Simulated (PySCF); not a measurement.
# C$_{6}$H$_{7}$O$_{3}$P (SMILES COC(=O)c1ocpc1C): what the fields show

```xyz
17

C     3.1427   -0.0643   -0.0170
O     1.8679    0.5531    0.0603
C     0.8150   -0.2703   -0.0370
O     0.9061   -1.4659   -0.1835
C    -0.4537    0.4605    0.0574
O    -0.4087    1.7944    0.2180
C    -1.6294    2.3132    0.2828
P    -2.9345    1.2096    0.1528
C    -1.7205   -0.0745   -0.0041
C    -2.0297   -1.5195   -0.1777
H     3.2600   -0.5761   -0.9745
H     3.2599   -0.7949    0.7861
H     3.8718    0.7353    0.0827
H    -1.6670    3.3819    0.4109
H    -1.5902   -2.0995    0.6323
H    -1.5918   -1.8906   -1.1030
H    -3.1051   -1.6804   -0.1961
```

Geometry: GFN2-xTB.

Theory: PySCF 2.14.0, PBE0/pcSseg-1, SCF density, gas phase, non-relativistic.

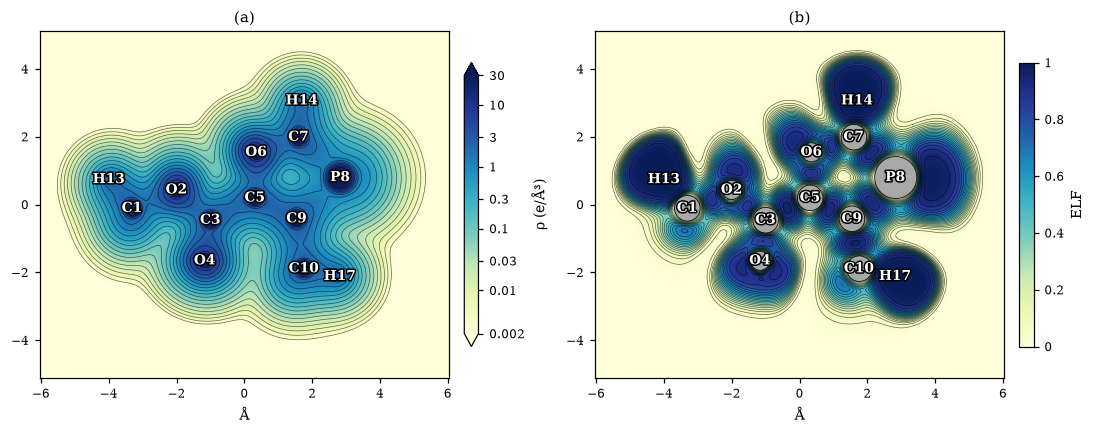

Figure 1. (a) electron density; (b) electron localisation function on the plane of atoms O6, C7 and P8. Grey discs cover the atomic cores in the ELF map.

### What does the map show?

The plane passes through C, O, P and H nuclei. C–O (1.21 Å): ρ at the midpoint is about 3.3 e/Å³; the ELF peaks at about 0.85 between the atoms (a multiple bond). C–C (1.38 Å): ρ at the midpoint is about 2.1 e/Å³; the ELF peaks at about 0.95 between the atoms, as expected for localised, covalent bonding. C–P (1.71 Å): the density is about 1.3 e/Å³ at the midpoint; the ELF peaks at about 0.95 between the atoms, as expected for a covalent bond. C–H (1.08 Å): ρ is about 2.1 e/Å³ halfway; the ELF climbs to about 1 towards the hydrogen, as it does in any bond to H (a covalent bond by its length). C–O (1.33 Å): ρ at the midpoint is about 2.5 e/Å³; the ELF peaks at about 0.90 between the atoms (a polar covalent bond). The ELF also peaks beside O4, P8, O2 and O6, away from the bonds: lone-pair regions.

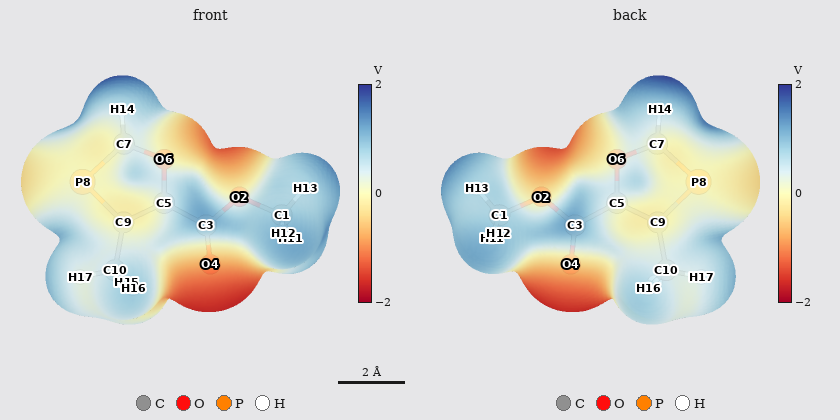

Figure 2. The electrostatic potential painted on the density surface at 0.004 e/bohr³, seen from the front and from behind; the colour scale runs from red (negative) to blue (positive).

### Where is the surface potential most negative and most positive?

The most negative region (about −1.7 V) lies over O4, the most positive (about +1.8 V) over H14. O4 is the likeliest acceptor of a hydrogen bond.
